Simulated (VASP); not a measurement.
# Gd (Gadolinium): structure and properties in VASP, part 3 of 11

Aim: relax Gd (Gadolinium), then compute properties on the relaxed cell. The start is a cell from a database of measured crystal structures.

VASP 6.6.1, plane waves and PAW; the level of theory is named at each step.

Still holding for the runs below: The k-mesh is coarse for a metal.

So far, moment of the cell, from the last line of the log (μB): step 2 (magnetic order: ferromagnetic) 15.7.

## Step 4: Magnetic order: antiferromagnetic, q = (0, 0, 1/2)

Level of this step: PBEsol, DFT+U (Gd f 5 eV), spin-polarised from an antiferromagnetic start; plane waves and PAW (Gd) (VASP).

System of this step: Gd (Gadolinium). Symmetry: P6_3/mmc, No. 194, hexagonal system. The conventional cell has a = 3.636 Å, b = 3.636 Å, c = 5.783 Å, α = 90.00°, β = 90.00°, γ = 120.00°. Nearest to Gd lie 12 Gd at 3.57 to 3.64 Å.

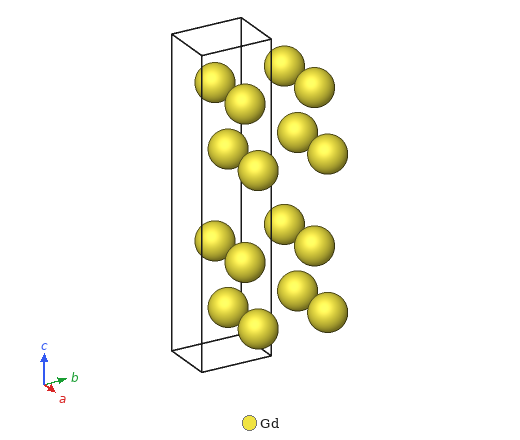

The cell of this step (gadolinium yellow). 2×2×1 cells are drawn.

Next, a pattern with opposite moments, which needs a doubled cell; q is given in the reciprocal vectors of the primitive cell.

Contents of INCAR:

```
SYSTEM = Gd
PREC = Accurate
ENCUT = 450
EDIFF = 1E-06
NELM = 150
ISMEAR = 1
SIGMA = 0.2
LREAL = .FALSE.
ALGO = Normal
GGA = PS
NBANDS = 46
ISPIN = 2
MAGMOM = 7 -7 7 -7
LDAU = .TRUE.
LDAUTYPE = 2
LDAUL = 3
LDAUU = 5
LDAUJ = 0
LDAUPRINT = 1
LASPH = .TRUE.
LMAXMIX = 6
AMIX = 0.2
BMIX = 1E-04
AMIX_MAG = 0.8
BMIX_MAG = 1E-04
LORBIT = 11
LWAVE = .FALSE.
LCHARG = .FALSE.
KPAR = 4
ISIF = 2
```

Contents of POSCAR:

```
Gd
1.0
    3.6360000000      0.0000000000      0.0000000000
   -1.8180000000      3.1488683682      0.0000000000
    0.0000000000      0.0000000000     11.5652000000
Gd
4
Direct
    0.3333333333      0.6666666667      0.1250000000
    0.3333333333      0.6666666667      0.6250000000
    0.6666666667      0.3333333333      0.3750000000
    0.6666666667      0.3333333333      0.8750000000
```

Contents of KPOINTS:

```
Automatic mesh
0
Gamma
7 7 2
0 0 0
```

The projector-augmented-wave data sets are Gd (PBE family, release 64).

Run with:

```bash
$ mpirun -np 4 vasp_std
```

The log of the run:

```text
[banner, memory and clock lines left out]
running    4 mpi-ranks, on    1 nodes
 distrk:  each k-point on    1 cores,    4 groups
 distr:  one band on    1 cores,    1 groups

 POSCAR found type information on POSCAR Gd
 POSCAR found :  1 types and       4 ions
 [... a notice as in an earlier step ...]

 LDA part: xc-table for (Slater+PW92), standard interpolation
 POSCAR, INCAR and KPOINTS ok, starting setup
 FFT: planning ... GRIDC
 FFT: planning ... GRID_SOFT
 FFT: planning ... GRID
 WAVECAR not read
 entering main loop
       N       E                     dE             d eps       ncg     rms          rms(c)
DAV:   1     0.838356787108E+03    0.83836E+03   -0.18176E+04  3662   0.662E+03
DAV:   2     0.321048852186E+03   -0.51731E+03   -0.45840E+03  4616   0.816E+02
DAV:   3     0.500906809480E+02   -0.27096E+03   -0.26532E+03  5008   0.502E+02
DAV:   4    -0.858412742191E+01   -0.58675E+02   -0.57508E+02  5618   0.212E+02
DAV:   5    -0.201272247502E+02   -0.11543E+02   -0.11398E+02  5834   0.111E+02    0.272E+02
DAV:   6    -0.420777530294E+02   -0.21951E+02   -0.35167E+01  5328   0.124E+02    0.225E+02
DAV:   7    -0.449044675324E+02   -0.28267E+01   -0.24453E+01  5840   0.496E+01    0.117E+02
DAV:   8    -0.455368359508E+02   -0.63237E+00   -0.13147E+01  5592   0.343E+01    0.381E+01
DAV:   9    -0.466233682249E+02   -0.10865E+01   -0.53085E+00  5664   0.266E+01    0.342E+01
DAV:  10    -0.468106525409E+02   -0.18728E+00   -0.20132E+00  5792   0.110E+01    0.341E+01
DAV:  11    -0.468902718604E+02   -0.79619E-01   -0.63316E-01  5616   0.704E+00    0.199E+01
DAV:  12    -0.469302910146E+02   -0.40019E-01   -0.33204E-01  5824   0.570E+00    0.348E+00
DAV:  13    -0.469389912985E+02   -0.87003E-02   -0.10081E-01  5592   0.292E+00    0.912E+00
DAV:  14    -0.469425441561E+02   -0.35529E-02   -0.43702E-02  5864   0.216E+00    0.717E+00
DAV:  15    -0.469438946365E+02   -0.13505E-02   -0.16417E-02  5664   0.108E+00    0.306E+00
DAV:  16    -0.469446937283E+02   -0.79909E-03   -0.88587E-03  5800   0.916E-01    0.123E+00
DAV:  17    -0.469451197136E+02   -0.42599E-03   -0.41904E-03  5656   0.596E-01    0.278E+00
DAV:  18    -0.469453378574E+02   -0.21814E-03   -0.25773E-03  5832   0.496E-01    0.130E-01
DAV:  19    -0.469454648189E+02   -0.12696E-03   -0.12640E-03  5728   0.279E-01    0.782E-02
DAV:  20    -0.469455412710E+02   -0.76452E-04   -0.75351E-04  5800   0.254E-01    0.686E-02
DAV:  21    -0.469455830121E+02   -0.41741E-04   -0.42591E-04  5752   0.160E-01    0.189E-01
DAV:  22    -0.469456112550E+02   -0.28243E-04   -0.27650E-04  5824   0.143E-01    0.784E-02
DAV:  23    -0.469456279774E+02   -0.16722E-04   -0.16402E-04  5696   0.922E-02    0.127E-02
DAV:  24    -0.469456383668E+02   -0.10389E-04   -0.10680E-04  5488   0.817E-02    0.212E-02
DAV:  25    -0.469456449745E+02   -0.66078E-05   -0.65637E-05  4736   0.577E-02    0.117E-02
DAV:  26    -0.469456493674E+02   -0.43929E-05   -0.42776E-05  4128   0.501E-02    0.530E-03
DAV:  27    -0.469456521307E+02   -0.27633E-05   -0.27543E-05  3408   0.387E-02    0.299E-03
DAV:  28    -0.469456538938E+02   -0.17632E-05   -0.17553E-05  3056   0.341E-02    0.448E-04
DAV:  29    -0.469456551079E+02   -0.12140E-05   -0.12109E-05  3000   0.290E-02    0.708E-04
DAV:  30    -0.469456559220E+02   -0.81410E-06   -0.82011E-06  2968   0.261E-02
   1 F= -.46945656E+02 E0= -.46941550E+02  d E =-.123168E-01  mag=    -0.0000
```

The job ended after 3 min (4 MPI ranks of Intel Xeon Platinum 8259CL at 2.50GHz (Skylake/Cascade Lake), shared host; peak memory 1.4 GiB; 9.6 min of CPU time).

Parts of OUTCAR (step 4):

```text
  LATTYP: Found a hexagonal cell.
 ALAT       =     3.6360000000
 C/A-ratio  =     3.1807480748

 Found     16 irreducible k-points:

   k-points           NKPTS =     16   k-points in BZ     NKDIM =     16   number of bands    NBANDS=     46

   dimension x,y,z NGX =    28 NGY =   28 NGZ =   80
   dimension x,y,z NGXF=    56 NGYF=   56 NGZF=  160

   ENCUT  =  450.0 eV  33.07 Ry    5.75 a.u.   6.29  6.29 20.00*2*pi/ulx,y,z

   NELECT =      72.0000    total number of electrons

atom =   1  type =  1  l = 3

 onsite density matrix

spin component  1

  0.9902 -0.0000  0.0000  0.0000 -0.0000  0.0000  0.0000
 -0.0000  0.9896 -0.0000 -0.0000  0.0001  0.0000  0.0000
  0.0000 -0.0000  0.9893  0.0000 -0.0000  0.0001  0.0000
  0.0000 -0.0000  0.0000  0.9897  0.0000  0.0000  0.0000
 -0.0000  0.0001 -0.0000  0.0000  0.9893 -0.0000  0.0000
  0.0000  0.0000  0.0001  0.0000 -0.0000  0.9896  0.0000
  0.0000  0.0000  0.0000  0.0000  0.0000  0.0000  0.9891

spin component  2

  0.0010  0.0000  0.0000 -0.0002  0.0000 -0.0000 -0.0000
  0.0000  0.0015 -0.0000 -0.0000 -0.0002 -0.0000 -0.0000
  0.0000 -0.0000  0.0007 -0.0000 -0.0000 -0.0002  0.0000
 -0.0002 -0.0000 -0.0000  0.0017  0.0000  0.0000 -0.0000
  0.0000 -0.0002 -0.0000  0.0000  0.0007  0.0000  0.0000
 -0.0000 -0.0000 -0.0002  0.0000  0.0000  0.0015 -0.0000
 -0.0000 -0.0000  0.0000 -0.0000  0.0000 -0.0000  0.0005

 occupancies and eigenvectors

  o =  0.0005  v =  0.0000  0.0000  0.0000  0.0000  0.0000  0.0000  0.0000  0.0000 -0.0000 -0.0000  0.0000 -0.0000 -0.0000  1.0000      0.0000  0.0000  0.0000  0.0000  0.0000  0.0000  0.0000  0.0000  0.0000  0.0000  0.0000  0.0000  0.0000  0.0000
  o =  0.0007  v =  0.0000  0.0000  0.0000  0.0000  0.0000  0.0000  0.0000 -0.0000  0.2227  0.0008 -0.0000  0.9749  0.0002  0.0000      0.0000  0.0000  0.0000  0.0000  0.0000  0.0000  0.0000  0.0000  0.0000  0.0000  0.0000  0.0000  0.0000  0.0000
  o =  0.0007  v =  0.0000  0.0000  0.0000  0.0000  0.0000  0.0000  0.0000 -0.0000 -0.0002  0.9749 -0.0000 -0.0008  0.2227 -0.0000      0.0000  0.0000  0.0000  0.0000  0.0000  0.0000  0.0000  0.0000  0.0000  0.0000  0.0000  0.0000  0.0000  0.0000
  o =  0.0009  v =  0.0000  0.0000  0.0000  0.0000  0.0000  0.0000  0.0000 -0.9730 -0.0000 -0.0000 -0.2310 -0.0000 -0.0000  0.0000      0.0000  0.0000  0.0000  0.0000  0.0000  0.0000  0.0000  0.0000  0.0000  0.0000  0.0000  0.0000  0.0000  0.0000
  o =  0.0015  v =  0.0000  0.0000  0.0000  0.0000  0.0000  0.0000  0.0000 -0.0000 -0.9749  0.0009  0.0000  0.2227 -0.0038  0.0000      0.0000  0.0000  0.0000  0.0000  0.0000  0.0000  0.0000  0.0000  0.0000  0.0000  0.0000  0.0000  0.0000  0.0000
  o =  0.0015  v =  0.0000  0.0000  0.0000  0.0000  0.0000  0.0000  0.0000 -0.0000  0.0038  0.2227  0.0000 -0.0009 -0.9749 -0.0000      0.0000  0.0000  0.0000  0.0000  0.0000  0.0000  0.0000  0.0000  0.0000  0.0000  0.0000  0.0000  0.0000  0.0000
  o =  0.0018  v =  0.0000  0.0000  0.0000  0.0000  0.0000  0.0000  0.0000 -0.2310 -0.0000 -0.0000  0.9730  0.0000  0.0000  0.0000      0.0000  0.0000  0.0000  0.0000  0.0000  0.0000  0.0000  0.0000  0.0000  0.0000  0.0000  0.0000  0.0000  0.0000
  o =  0.9891  v = -0.0000 -0.0000  0.0000  0.0000  0.0000 -0.0000 -1.0000  0.0000  0.0000  0.0000  0.0000  0.0000  0.0000  0.0000      0.0000  0.0000  0.0000  0.0000  0.0000  0.0000  0.0000  0.0000  0.0000  0.0000  0.0000  0.0000  0.0000  0.0000
  o =  0.9892  v = -0.0000 -0.2124  0.0000  0.0000  0.9772 -0.0000  0.0000  0.0000  0.0000  0.0000  0.0000  0.0000  0.0000  0.0000      0.0000  0.0000  0.0000  0.0000  0.0000  0.0000  0.0000  0.0000  0.0000  0.0000  0.0000  0.0000  0.0000  0.0000
  o =  0.9892  v =  0.0000 -0.0000 -0.9772 -0.0000  0.0000  0.2124  0.0000  0.0000  0.0000  0.0000  0.0000  0.0000  0.0000  0.0000      0.0000  0.0000  0.0000  0.0000  0.0000  0.0000  0.0000  0.0000  0.0000  0.0000  0.0000  0.0000  0.0000  0.0000
  o =  0.9896  v = -0.0000  0.9772 -0.0000  0.0000  0.2124 -0.0002  0.0000  0.0000  0.0000  0.0000  0.0000  0.0000  0.0000  0.0000      0.0000  0.0000  0.0000  0.0000  0.0000  0.0000  0.0000  0.0000  0.0000  0.0000  0.0000  0.0000  0.0000  0.0000
  o =  0.9896  v = -0.0000 -0.0002 -0.2124  0.0000 -0.0000 -0.9772 -0.0000  0.0000  0.0000  0.0000  0.0000  0.0000  0.0000  0.0000      0.0000  0.0000  0.0000  0.0000  0.0000  0.0000  0.0000  0.0000  0.0000  0.0000  0.0000  0.0000  0.0000  0.0000
  o =  0.9897  v =  0.0793 -0.0000 -0.0000 -0.9969 -0.0000 -0.0000 -0.0000  0.0000  0.0000  0.0000  0.0000  0.0000  0.0000  0.0000      0.0000  0.0000  0.0000  0.0000  0.0000  0.0000  0.0000  0.0000  0.0000  0.0000  0.0000  0.0000  0.0000  0.0000
  o =  0.9902  v = -0.9969 -0.0000 -0.0000 -0.0793  0.0000 -0.0000 -0.0000  0.0000  0.0000  0.0000  0.0000  0.0000  0.0000  0.0000      0.0000  0.0000  0.0000  0.0000  0.0000  0.0000  0.0000  0.0000  0.0000  0.0000  0.0000  0.0000  0.0000  0.0000

atom =   2  type =  1  l = 3

 onsite density matrix

spin component  1

  0.0010 -0.0000  0.0000 -0.0002 -0.0000 -0.0000 -0.0000
 -0.0000  0.0015 -0.0000 -0.0000 -0.0002 -0.0000 -0.0000
  0.0000 -0.0000  0.0007 -0.0000 -0.0000 -0.0002 -0.0000
 -0.0002 -0.0000 -0.0000  0.0017  0.0000  0.0000 -0.0000
 -0.0000 -0.0002 -0.0000  0.0000  0.0007  0.0000  0.0000
 -0.0000 -0.0000 -0.0002  0.0000  0.0000  0.0015 -0.0000
 -0.0000 -0.0000 -0.0000 -0.0000  0.0000 -0.0000  0.0005

spin component  2

[...]
o =  0.0018  v = -0.2310 -0.0000 -0.0000  0.9730  0.0000  0.0000  0.0000  0.0000  0.0000  0.0000  0.0000  0.0000  0.0000  0.0000      0.0000  0.0000  0.0000  0.0000  0.0000  0.0000  0.0000  0.0000  0.0000  0.0000  0.0000  0.0000  0.0000  0.0000
  o =  0.9891  v =  0.0000  0.0000  0.0000  0.0000  0.0000  0.0000  0.0000  0.0000 -0.0000  0.0000 -0.0000  0.0000  0.0000 -1.0000      0.0000  0.0000  0.0000  0.0000  0.0000  0.0000  0.0000  0.0000  0.0000  0.0000  0.0000  0.0000  0.0000  0.0000
  o =  0.9892  v =  0.0000  0.0000  0.0000  0.0000  0.0000  0.0000  0.0000  0.0000 -0.2124  0.0000 -0.0000  0.9772 -0.0000  0.0000      0.0000  0.0000  0.0000  0.0000  0.0000  0.0000  0.0000  0.0000  0.0000  0.0000  0.0000  0.0000  0.0000  0.0000
  o =  0.9892  v =  0.0000  0.0000  0.0000  0.0000  0.0000  0.0000  0.0000  0.0000 -0.0000 -0.9772 -0.0000  0.0000  0.2124  0.0000      0.0000  0.0000  0.0000  0.0000  0.0000  0.0000  0.0000  0.0000  0.0000  0.0000  0.0000  0.0000  0.0000  0.0000
  o =  0.9896  v =  0.0000  0.0000  0.0000  0.0000  0.0000  0.0000  0.0000 -0.0000  0.9772 -0.0000  0.0000  0.2124 -0.0000  0.0000      0.0000  0.0000  0.0000  0.0000  0.0000  0.0000  0.0000  0.0000  0.0000  0.0000  0.0000  0.0000  0.0000  0.0000
  o =  0.9896  v =  0.0000  0.0000  0.0000  0.0000  0.0000  0.0000  0.0000 -0.0000 -0.0000 -0.2124  0.0000 -0.0000 -0.9772 -0.0000      0.0000  0.0000  0.0000  0.0000  0.0000  0.0000  0.0000  0.0000  0.0000  0.0000  0.0000  0.0000  0.0000  0.0000
  o =  0.9897  v =  0.0000  0.0000  0.0000  0.0000  0.0000  0.0000  0.0000  0.0793  0.0000 -0.0000 -0.9969  0.0000 -0.0000  0.0000      0.0000  0.0000  0.0000  0.0000  0.0000  0.0000  0.0000  0.0000  0.0000  0.0000  0.0000  0.0000  0.0000  0.0000
  o =  0.9902  v =  0.0000  0.0000  0.0000  0.0000  0.0000  0.0000  0.0000 -0.9969  0.0000 -0.0000 -0.0793  0.0000 -0.0000 -0.0000      0.0000  0.0000  0.0000  0.0000  0.0000  0.0000  0.0000  0.0000  0.0000  0.0000  0.0000  0.0000  0.0000  0.0000

 E-fermi :   2.9135

 spin component 1
 k-point     1 :       0.0000    0.0000    0.0000
  band No.  band energies     occupation
    ...
     30      -4.5736      1.00000
     31      -1.9460      1.00000
     32      -0.4365      1.00000
     33      -0.1893      1.00000
     34       0.9461      1.00000
     35       3.5050     -0.00012
     36       3.7817     -0.00000
     37       4.0415     -0.00000
     38       4.0415     -0.00000
     39       4.2327     -0.00000
    ...

 k-point     2 :       0.1429   -0.0000    0.0000
  band No.  band energies     occupation
    ...
     30      -4.5877      1.00000
     31      -1.4759      1.00000
     32      -0.0120      1.00000
     33       0.2207      1.00000
     34       1.3550      1.00000
     35       3.2116     -0.02807
     36       3.3990     -0.00159
     37       3.4836     -0.00021
     38       3.7731     -0.00000
     39       4.0905     -0.00000
    ...

 k-point     3 :       0.2857    0.0000    0.0000
  band No.  band energies     occupation
    ...
     32       0.7723      1.00000
     33       0.9714      1.00000
     34       1.8119      1.00000
     35       2.5573      1.01517
     36       2.8350      0.80561
     37       3.0729      0.01075
     38       3.3275     -0.00634
     39       3.8512     -0.00000
     40       4.1530     -0.00000
     41       4.5027     -0.00000
    ...

 k-point     4 :       0.4286   -0.0000    0.0000
  band No.  band energies     occupation
    ...
     33       1.3360      1.00000
     34       1.5518      1.00000
     35       2.0114      1.00000
     36       2.7480      0.99669
     37       2.9114      0.50876
     38       3.4009     -0.00153
     39       4.2205     -0.00000
     40       4.2616     -0.00000
     41       4.4300     -0.00000
     42       4.5356     -0.00000
    ...

  Total       -1.1904061     -1.1904061     -1.5127324     -0.0000000      0.0000000     -0.0000000
  in kB      -14.4037045    -14.4037045    -18.3037955     -0.0000000      0.0000000     -0.0000000
  external PRESSURE =     -15.7037348 kB  Pullay stress =       0.0000000 kB

  energy-cutoff  :      450.00
  volume of cell :      132.41
      direct lattice vectors                 reciprocal lattice vectors
     3.636000000  0.000000000  0.000000000     0.275027503  0.158787203  0.000000000
    -1.818000000  3.148868368  0.000000000     0.000000000  0.317574405  0.000000000
     0.000000000  0.000000000 11.565200000     0.000000000  0.000000000  0.086466295

 POSITION                                       TOTAL-FORCE (eV/Angst)
 -----------------------------------------------------------------------------------
     -0.00000      2.09925      1.44565         0.000000      0.000000      0.051910
     -0.00000      2.09925      7.22825         0.000000      0.000000      0.051910
      1.81800      1.04962      4.33695        -0.000000     -0.000000     -0.051910
      1.81800      1.04962     10.11955        -0.000000     -0.000000     -0.051910
 -----------------------------------------------------------------------------------
    total drift:                                0.000000     -0.000000     -0.000000

  FREE ENERGIE OF THE ION-ELECTRON SYSTEM (eV)
  ---------------------------------------------------
  free  energy   TOTEN  =       -46.9456559220 eV

  energy  without entropy=      -46.9333391057  energy(sigma->0) =      -46.94155032

 total charge
# of ion       s       p       d       f       tot
--------------------------------------------------
    1        2.073   5.552   0.599   6.929  15.153
    2        2.073   5.552   0.599   6.929  15.153
    3        2.073   5.552   0.599   6.929  15.153
    4        2.073   5.552   0.599   6.929  15.153
--------------------------------------------------
tot          8.293  22.210   2.395  27.716  60.613

 magnetization (x)
# of ion       s       p       d       f       tot
--------------------------------------------------
    1        0.006  -0.050   0.231   6.914   7.102
    2       -0.006   0.050  -0.231  -6.914  -7.102
    3        0.006  -0.050   0.231   6.914   7.102
    4       -0.006   0.050  -0.231  -6.914  -7.102
--------------------------------------------------
tot          0.000   0.000   0.000   0.000   0.000

[... 2 parts as in an earlier step ...]

[... 6 further parts left out ...]
```

This step gave:

```yaml
scf_cycles: 30
electrons: 72
bands: 46
irreducible_k_points: 16
symmetry_operations: 12
free_energy_toten: -46.95 eV
energy_at_zero_smearing: -46.94 eV
fermi_energy: 2.913 eV
pressure: -1.570 GPa
```

Spin moment in the PAW sphere by atom:

```tsv
atom	spin moment in the PAW sphere (μB)
Gd1	7.10
Gd2	-7.10
Gd3	7.10
Gd4	-7.10
```

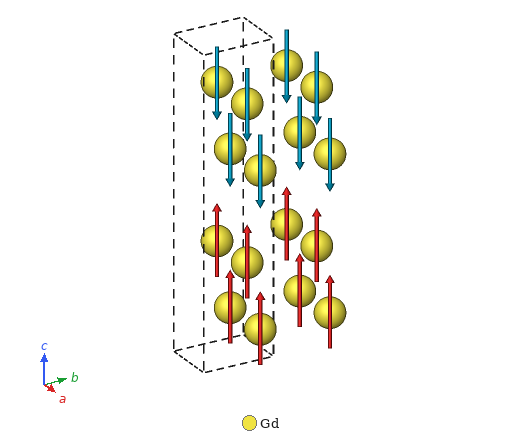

Spin moment in the PAW sphere as arrows, the longest 7.10 μB. Up and down stand for the sign. Arrows give size and sign along the axis of quantisation, drawn up and down the page. The two directions have two colours. 2×2×1 cells are drawn.

Force by atom:

```tsv
atom	x (eV/Å)	y (eV/Å)	z (eV/Å)	size
Gd1	0.0000	0.0000	0.0519	0.0519
Gd2	0.0000	0.0000	0.0519	0.0519
Gd3	0.0000	0.0000	-0.0519	0.0519
Gd4	0.0000	0.0000	-0.0519	0.0519
```

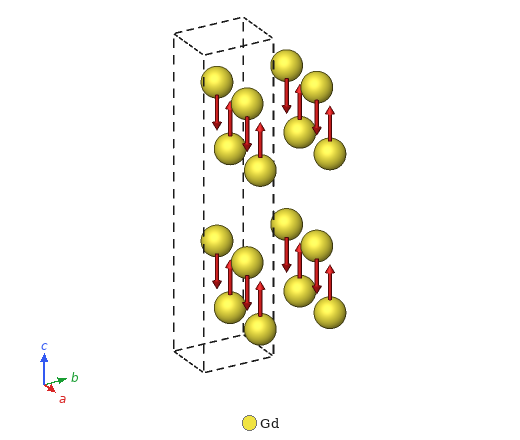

Force as arrows, the longest 0.0519 eV/Å. 2×2×1 cells are drawn.

The energy lies +29.9 meV an atom from the first pattern. The run ends antiferromagnetic with a largest moment of 7.10 μB, and the mesh shows no gap.

(Part 3 of 11 ends here.)

[Lines on the potential files, build, host, timing and source positions are cut from VASP's logs without a mark.]

[Logs are printed without paths, hosts, clocks, repeated set-up lines and the standing remarks that a program may print on its own settings, such as how far it seeks lower states.]

[Hosts, paths, dates, database ids (printed as entryN), source tags and the programs' standing remarks are cut or masked in the printed files.]

[A measured line is paired with the nearest computed mode of its activity, which favours agreement.]
